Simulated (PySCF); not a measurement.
System: C7H11BN2.

Input

```
{"job": {"kind": "nmr", "xc": "PBE0", "basis": "pcSseg-1"}, "charge": 0, "multiplicity": 1}
C      3.040410    -1.372671    -0.432923
C      2.786934    -0.201578    -0.362890
C      2.305101     1.155006    -0.269280
B      0.850938     1.197738     0.502633
C      0.089352     2.513258     0.202017
N     -0.497497     3.470211    -0.045015
N     -0.027097     0.006767    -0.190774
C     -1.311823    -0.300965     0.451571
C     -2.009397    -1.443657    -0.221437
C     -3.227550    -1.375318    -0.723223
H      3.367679    -2.367766    -0.494431
H      3.040436     1.753411     0.271478
H      2.238862     1.569167    -1.280777
H      0.919943     0.957322     1.666903
H     -0.185810     0.266440    -1.163325
H      0.594644    -0.807264    -0.188938
H     -1.107276    -0.549223     1.497447
H     -1.930118     0.599234     0.430498
H     -1.439959    -2.363189    -0.278371
H     -3.698500    -2.221169    -1.193136
H     -3.808190    -0.468809    -0.673498
```

Run with:

```sh
OMP_NUM_THREADS=1 python probes_run.py task.json out
```

Geometry: GFN2-xTB.

These are results of PySCF, PBE0/pcSseg-1, SCF density, gas phase, non-relativistic, not measurements.

Predict the electron density and electron localisation function between the atoms.

Answer. C–C (1.32 Å): ρ is about 2.3 e/Å³ halfway; the ELF peaks at about 0.90 between the atoms; a multiple bond.

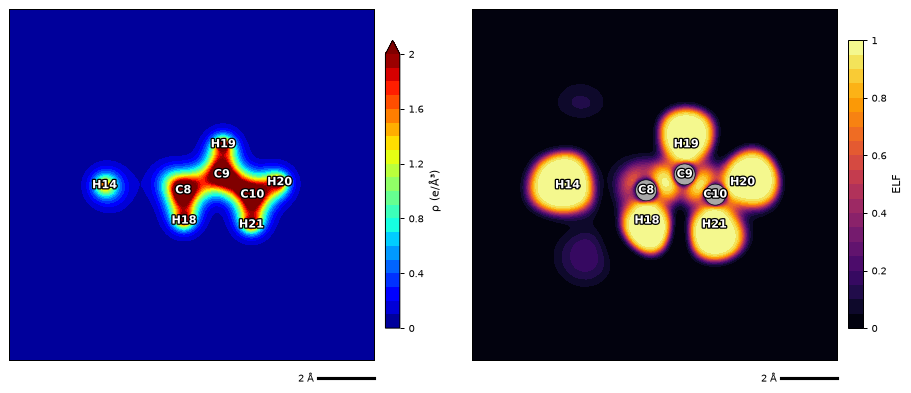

Computed electron density and electron localisation function on the plane of atoms C9, C10 and H21, in this order. Grey discs cover the atomic cores in the ELF map. 
